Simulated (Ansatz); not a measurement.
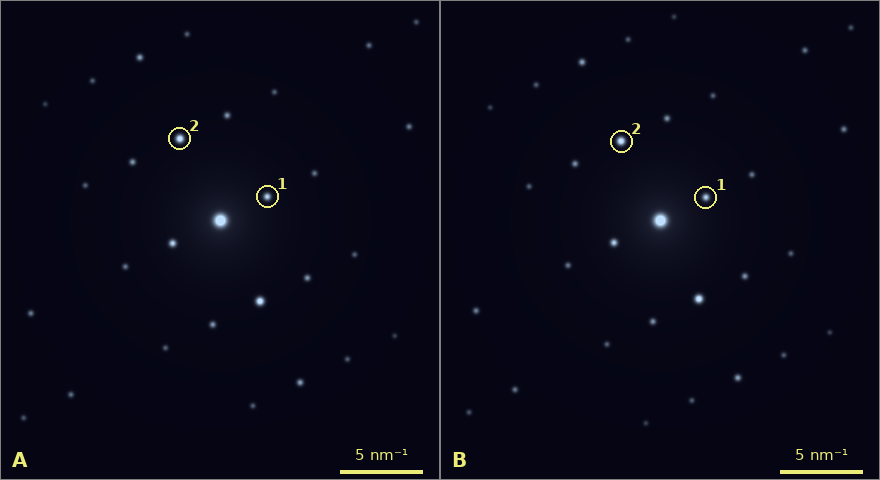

Kinematic electron diffraction patterns (200 kV, B = 0.5 Å², same scale) along [101] of the run's own cell, for the start and the end of one relaxation of Sn3H2 with DFT PBE, scalar-relativistic, plane waves, PAW in Ansatz 0.2.0. k mesh 12×12×12. The start is a generated model structure, and the relaxation ends in the nearest stationary point of its symmetry, not necessarily the ground state. Spot 1 is 0 -1 0 and spot 2 is 1 0 -1 in both.

Start structure:

```
Sn H
1.0
     1.79838    1.03829    8.27747
    -1.79838    1.03829    8.27747
     0.00000   -2.07659    8.27747
Sn H
3 2
Cartesian
  0.0000 0.0000 0.0000
  0.0000 0.0000 5.5332
  0.0000 0.0000 19.2992
  0.0000 0.0000 10.3055
  0.0000 0.0000 14.5269
```

### Which pattern belongs to the start structure, and which to the relaxed one?

A is the start: its cell gives d(1) = 3.091 Å, d(2) = 1.798 Å and an angle of 90.0°. B is the relaxed structure, with d(1) = 3.179 Å (+2.8 %), d(2) = 1.852 Å (+3.0 %) and 90.0°.

### Summarise the relaxation behind the change.

The volume changed by +0.6 % to 18.66 Å³ an atom; with the mean shift removed, the atoms moved by up to 0.78 Å relative to the cell (H most); the space group stayed R-3m (No. 166); the free energy fell by 64 meV an atom. Relaxed cell: a = 8.139 Å, b = 8.139 Å, c = 8.139 Å, α = 26.31°, β = 26.31°, γ = 26.31°.
